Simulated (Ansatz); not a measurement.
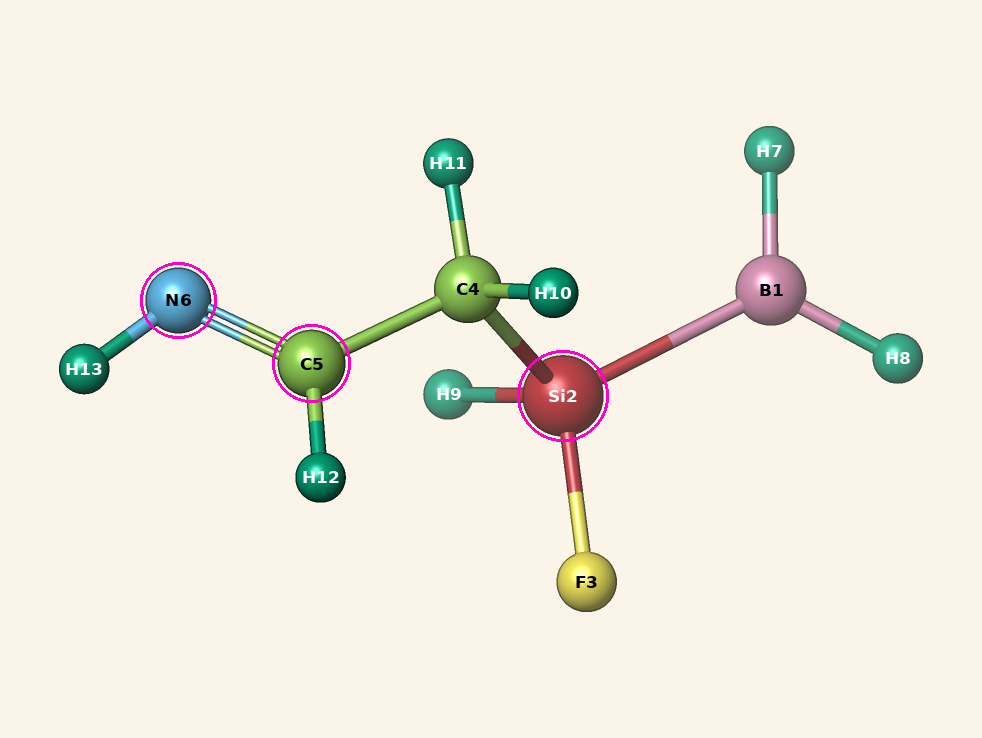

Distant atoms are faded towards the background colour. Circles mark the stereogenic atoms. Computed geometry: PBE0-D4/def2-TZVP optimisation. No frequency run is at hand to confirm it as a minimum.

Give the R/S and E/Z labels.

Answer. Si2: R (priorities F3 > C4 > B1 > H9); C5=N6: E.

Give a SMILES with the stereochemistry.

Answer. [H]/N=C/C[Si@@H](B)F
